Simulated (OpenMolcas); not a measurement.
**C2H3ClNSi (SMILES C[Si](Cl)C#N): levels of theory compared**

Wanted: a comparison of 6 runs (UHF/STO-3G, UB3LYP/6-31G*, U-r2SCAN/def2-SVP, UB3LYP/def2-SVP, UBLYP/def2-SVP, USVWN5/def2-SVP) of C2H3ClNSi. 

The calculation is run with OpenMolcas 26.06.

### 1 Starting point

C2H3ClNSi has 8 atoms, charge 0, and is taken as a doublet. SMILES: `C[Si](Cl)C#N`. The coordinates come from a PBE0-D4/def2-TZVP relaxation.

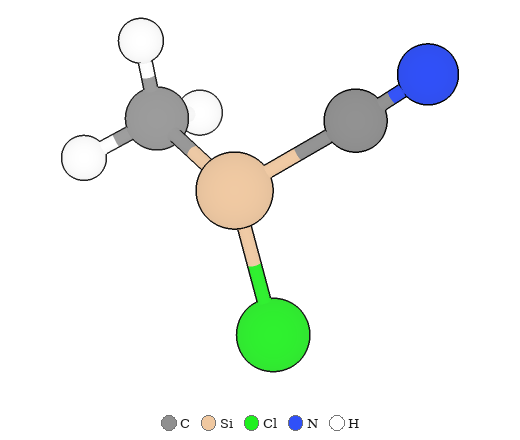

Viewed from a chosen angle; carbon grey, silicon light orange, chlorine green, nitrogen blue, hydrogen white.

### 2 Energy and forces at UHF/STO-3G (run 1)

Input file job.inp:

```
&GATEWAY
 BASLIB=$CurrDir
 COORD
 8
 angstrom
 C       -0.710900      -0.544800       0.782600
 Si       0.598800       0.648200       0.225400
 Cl       2.483200      -0.092800       0.512800
 C        0.405700       0.989300      -1.574400
 N        0.241700       1.298400      -2.674300
 H       -0.600600      -1.491500       0.246800
 H       -0.626000      -0.731800       1.854000
 H       -1.699700      -0.132000       0.571400
 BASIS=STO-3G
 GROUP=NoSym

&SEWARD

&SCF
 UHF
 SPIN=2
 THRESHOLDS=1e-10 1e-07 1e-07 1e-05
 PRORBITALS=1 1

&ALASKA
```

The basis set STO-3G is read from a file made from the Basis Set Exchange's data (not shown).

Started as:

```
$ export MOLCAS_MEM=1860
$ pymolcas job.inp > job.log
```

Output:

```text
--- Start Module: gateway ---
[...]
--- Stop Module: gateway /rc=_RC_ALL_IS_WELL_ ---
[...]
      Basis functions           36
[...]
--- Start Module: scf ---
[...]
       Convergence after  30 Iterations
[...]
::    Total SCF energy                               -870.5148310101
[...]
      Total spin, S                                     0.5612370485
[...]
      Total electronic charge=   53.000000
      Total            charge=   -0.000000
[...]
      Dipole Moment (debye):
      Origin of the operator (angstrom)=    0.9653    0.3465   -0.1925
                   X= -2.4263E+00               Y=  4.1546E-01               Z=  3.0248E+00           Total=  3.8999E+00
      Quadrupole Moment (debye*angstrom):
[...]
--- Stop Module: scf /rc=_RC_ALL_IS_WELL_ ---
[...]
--- Start Module: alaska ---
[...]
 *              Molecular gradients               *
 **************************************************
  Irreducible representation: a
 ------------------------------------------------------------------------------------------
                              X                       Y                       Z
 ------------------------------------------------------------------------------------------
  C1                1.58455174202210E-03    7.10504300387704E-03    7.58296680329451E-04
  SI2               2.08563043883991E-02   -2.05889239978401E-02    1.42220416053140E-02
  CL3              -2.07429926353981E-02    1.07847178289155E-02   -2.80517626462817E-03
  C4               -6.44691706426018E-03    1.47583401571563E-02   -5.12761109732538E-02
  N5                5.34969341175584E-03   -1.09094085510826E-02    3.97513813018655E-02
  H6                3.99812213394546E-03   -5.87452242687370E-03   -6.24398963340211E-03
  H7                2.32325438099756E-03    1.39696944636780E-04    7.84856397027056E-03
  H8               -6.92201635746947E-03    4.58505704115875E-03   -2.25500668641337E-03
[...]
--- Stop Module: alaska /rc=_RC_ALL_IS_WELL_ ---
[...]
```

Wall time 2.5 s (1 thread of Arm Neoverse V2, shared host); peak memory 0.37 GiB.

### 3 Energy and forces at UB3LYP/6-31G(d) (Cartesian functions) (run 2)

Input file job.input:

```
&gateway
  baslib=$CurrDir
  coord
  8
  angstrom
  C       -0.710900      -0.544800       0.782600
  Si       0.598800       0.648200       0.225400
  Cl       2.483200      -0.092800       0.512800
  C        0.405700       0.989300      -1.574400
  N        0.241700       1.298400      -2.674300
  H       -0.600600      -1.491500       0.246800
  H       -0.626000      -0.731800       1.854000
  H       -1.699700      -0.132000       0.571400
  basis=6-31Gs
  group=NoSym

&seward
  gridinput
  Grid=UltraFine
  End of Grid

&scf
  uhf
  spin=2
  ksdft=B3LYP
  thresholds=1e-10 1e-07 1e-07 1e-05
  prorbitals=1 2

&alaska
```

The basis set 6-31G* is read from a file made from the Basis Set Exchange's data (not shown).

Started as:

```
$ export MOLCAS_MEM=1860
$ pymolcas job.input > job.log
```

Output:

```text
--- Start Module: gateway ---
[...]
--- Stop Module: gateway /rc=_RC_ALL_IS_WELL_ ---
[...]
      Basis functions           89
[...]
--- Start Module: scf ---
[...]
       Convergence after  20 Iterations
[...]
::    Total KS-DFT energy                            -882.4646179663
[...]
      Total spin, S                                     0.5011716497
[...]
      Total electronic charge=   53.000000
      Total            charge=   -0.000000
[...]
      Dipole Moment (debye):
      Origin of the operator (angstrom)=    0.9653    0.3465   -0.1925
                   X= -1.5618E+00               Y= -1.1177E+00               Z=  3.1476E+00           Total=  3.6873E+00
      Quadrupole Moment (debye*angstrom):
[...]
--- Stop Module: scf /rc=_RC_ALL_IS_WELL_ ---
[...]
--- Start Module: alaska ---
[...]
 *              Molecular gradients               *
 **************************************************
  Irreducible representation: a
 ------------------------------------------------------------------------------------------
                              X                       Y                       Z
 ------------------------------------------------------------------------------------------
  C1                2.79669846749986E-03    3.18447771760955E-03   -1.40380383184935E-03
  SI2               4.24042300699234E-03   -9.56597991770813E-03    1.47984798720646E-03
  CL3              -1.11213467826978E-02    4.48737307649960E-03   -2.13624359484221E-03
  C4               -3.29664305883420E-03    6.60654355906476E-03   -2.37236084067325E-02
  N5                4.01678257348692E-03   -7.57509384783273E-03    2.72057004129849E-02
  H6                6.66013560522732E-04    2.24375293949564E-03    4.96892463548226E-04
  H7                6.32955354995662E-04    8.20574447831235E-04   -1.94259902703475E-03
  H8                2.06511687810806E-03   -2.01647974800379E-04    2.38139967119189E-05
[...]
--- Stop Module: alaska /rc=_RC_ALL_IS_WELL_ ---
[...]
```

Run time: 56 s. Hardware: 1 thread of Arm Neoverse V2, shared host; peak memory 0.49 GiB.

Runs 3 to 4 aren't shown in full; the table further down has their settings and results.

### 4 Energy and forces at UBLYP/def2-SVP (run 5)

Input file test.inp:

```
* C2H3ClNSi Kohn-Sham DFT
>>> EXPORT MOLCAS_PRINT=2
&GATEWAY
BasLib=$CurrDir
Coord
8
angstrom
C       -0.710900      -0.544800       0.782600
Si       0.598800       0.648200       0.225400
Cl       2.483200      -0.092800       0.512800
C        0.405700       0.989300      -1.574400
N        0.241700       1.298400      -2.674300
H       -0.600600      -1.491500       0.246800
H       -0.626000      -0.731800       1.854000
H       -1.699700      -0.132000       0.571400
Basis=def2-SVP
Group=NoSym
&SEWARD
GridInput
Grid=UltraFine
End of Grid
&SCF
UHF
Spin=2
KSDFT=BLYP
Thresholds=1e-10 1e-07 1e-07 1e-05
PrOrbitals=0
&ALASKA
```

The basis set def2-SVP is read from a file made from the Basis Set Exchange's data (not shown).

Started as:

```
$ export MOLCAS_MEM=1860
$ pymolcas test.inp > test.log
```

Output:

```text
--- Start Module: gateway ---
[...]
--- Stop Module: gateway /rc=_RC_ALL_IS_WELL_ ---
[...]
      Basis functions           93
[...]
--- Start Module: scf ---
[...]
       Convergence after  20 Iterations
[...]
::    Total KS-DFT energy                            -882.0720746916
[...]
      Total spin, S                                     0.5007733538
[...]
      Total electronic charge=   53.000000
      Total            charge=   -0.000000
[...]
      Dipole Moment (debye):
      Origin of the operator (angstrom)=    0.9653    0.3465   -0.1925
                   X= -1.0588E+00               Y= -1.2242E+00               Z=  3.1389E+00           Total=  3.5317E+00
      Quadrupole Moment (debye*angstrom):
[...]
--- Stop Module: scf /rc=_RC_ALL_IS_WELL_ ---
[...]
--- Start Module: alaska ---
[...]
 *              Molecular gradients               *
 **************************************************
  Irreducible representation: a
 ------------------------------------------------------------------------------------------
                              X                       Y                       Z
 ------------------------------------------------------------------------------------------
  C1                6.23667954803508E-04   -7.15921613814174E-05   -4.54037784700656E-04
  SI2               6.29765982530373E-03   -1.26510533861026E-02   -1.19734217393397E-03
  CL3              -1.74990056808362E-02    6.58368356060279E-03   -3.29948037061989E-03
  C4               -5.53672477877454E-03    1.19176591657160E-02   -4.12184562467255E-02
  N5                7.19205293893665E-03   -1.40926603106459E-02    4.99944217933397E-02
  H6               -7.01516867190013E-04    9.63304127216524E-03    5.03157636430673E-03
  H7               -2.60937785855508E-04    2.28191059628080E-03   -1.06146113502499E-02
  H8                9.88480439360639E-03   -3.60098873663905E-03    1.75792976859013E-03
[...]
--- Stop Module: alaska /rc=_RC_ALL_IS_WELL_ ---
[...]
```

Wall time 56 s (1 thread of Arm Neoverse V2, shared host); peak memory 0.51 GiB.

### 5 Energy and gradient at USVWN5/def2-SVP (run 6)

Input file test.inp:

```
* C2H3ClNSi Kohn-Sham DFT

&GATEWAY
  BasLib
  $CurrDir
  Coord
  8
  angstrom
  C       -0.710900      -0.544800       0.782600
  Si       0.598800       0.648200       0.225400
  Cl       2.483200      -0.092800       0.512800
  C        0.405700       0.989300      -1.574400
  N        0.241700       1.298400      -2.674300
  H       -0.600600      -1.491500       0.246800
  H       -0.626000      -0.731800       1.854000
  H       -1.699700      -0.132000       0.571400
  Basis
  def2-SVP
  Group
  NoSym

&SEWARD
  GridInput
  Grid=UltraFine
  End of Grid

&SCF
  UHF
  Spin
  2
  KSDFT
  SVWN5
  Thresholds
  1e-10 1e-07 1e-07 1e-05
  PrOrbitals
  1 1

&ALASKA
```

The basis set def2-SVP is read from a file made from the Basis Set Exchange's data (not shown).

Started as:

```
$ export MOLCAS_MEM=1860
$ pymolcas test.inp > test.log
```

Output:

```text
--- Start Module: gateway ---
[...]
--- Stop Module: gateway /rc=_RC_ALL_IS_WELL_ ---
[...]
      Basis functions           93
[...]
--- Start Module: scf ---
[...]
       Convergence after  23 Iterations
[...]
::    Total KS-DFT energy                            -878.3207961408
[...]
      Total spin, S                                     0.5005782028
[...]
      Total electronic charge=   53.000000
      Total            charge=   -0.000000
[...]
      Dipole Moment (debye):
      Origin of the operator (angstrom)=    0.9653    0.3465   -0.1925
                   X= -1.1363E+00               Y= -1.3554E+00               Z=  3.2259E+00           Total=  3.6790E+00
      Quadrupole Moment (debye*angstrom):
[...]
--- Stop Module: scf /rc=_RC_ALL_IS_WELL_ ---
[...]
--- Start Module: alaska ---
[...]
 *              Molecular gradients               *
 **************************************************
  Irreducible representation: a
 ------------------------------------------------------------------------------------------
                              X                       Y                       Z
 ------------------------------------------------------------------------------------------
  C1               -8.20356444718850E-03   -7.48798810251206E-03    3.29372545603679E-03
  SI2               4.66394004108217E-03   -2.36392762487547E-03    2.42422264592790E-03
  CL3              -4.60966773488636E-03    1.90533823104566E-03   -6.85066252602340E-04
  C4               -5.43313381614374E-03    1.09792977773022E-02   -3.90090369688858E-02
  N5                5.38374006691988E-03   -1.05828721239494E-02    3.74381742042544E-02
  H6               -1.59113788778134E-03    1.03030851137129E-02    6.14230075243283E-03
  H7               -9.06403188468463E-04    1.98695749294786E-03   -1.19260383854574E-02
  H8                1.06962269662123E-02   -4.73989076364911E-03    2.32171854830798E-03
[...]
--- Stop Module: alaska /rc=_RC_ALL_IS_WELL_ ---
[...]
```

Run time: 37 s. Hardware: 1 thread of Arm Neoverse V2, shared host; peak memory 0.51 GiB.

### 6 All runs side by side

| run | level | Cartesian functions | integration grid | energy (Eh) | dipole moment (D) | HOMO energy (eV) | LUMO energy (eV) | wall time |
| --- | --- | --- | --- | --- | --- | --- | --- | --- |
| 1 | UHF/STO-3G | no | – | -870.514831 | 3.90 | -8.00 | 3.87 | 2.5 s |
| 2 | UB3LYP/6-31G* (Cartesian functions) | yes | UltraFine | -882.464618 | 3.69 | -6.49 | -3.55 | 56 s |
| 3 | U-r2SCAN/def2-SVP | no | UltraFine | -881.999499 | 3.68 | -6.00 | -3.66 | 77 s |
| 4 | UB3LYP/def2-SVP | no | UltraFine | -882.160847 | 3.61 | -6.43 | -3.49 | 62 s |
| 5 | UBLYP/def2-SVP | no | UltraFine | -882.072075 | 3.53 | -5.29 | -3.96 | 56 s |
| 6 | USVWN5/def2-SVP | no | UltraFine | -878.320796 | 3.68 | -5.51 | -4.40 | 37 s |

### 7 Results

| quantity | value |
| --- | --- |
| run 6: total energy | -878.32080 Eh |
| run 6: dipole moment | 3.68 D |
| run 6: HOMO energy (highest over α and β) | -5.51 eV |
| run 6: LUMO energy (lowest over α and β) | -4.40 eV |
| run 6: ⟨S²⟩ | 0.751 |
| run 6: largest force on an atom | 2.103 eV/Å |

The dipole moment (its size) runs from 3.53 D (UBLYP/def2-SVP) to 3.90 D (UHF/STO-3G). The two ends differ in method and basis. Totals of different functionals can't be ranked against each other. In run 1 the basis is minimal, so the values are rough. Spin contamination of the reference: run 1 ⟨S²⟩ = 0.88. All runs together took 4.8 min, the longest 77 s.
